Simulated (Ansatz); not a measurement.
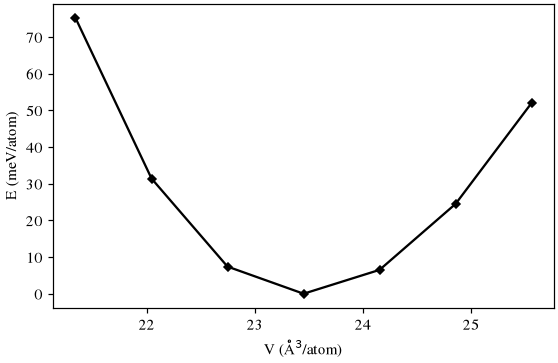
Figure. Sb₂Pt in space group Pa-3 (No. 205; Pt on 4a, Sb on 8c) under volume change, DFT-PBE in the program Ansatz with PAW potentials, shape and atoms relaxed at each volume.

Question: What does a third-order Birch–Murnaghan fit give for V₀, B₀ and B′?

Answer: V₀ = 23.45 Å³/atom, B₀ = 104 GPa, B′ = 5.1.

The cell was relaxed with PBE under the symmetry of its start. The run is not spin-polarised. Spin–orbit coupling is left out wherever it is not named.

Potentials: the later of the program's two PAW sets.
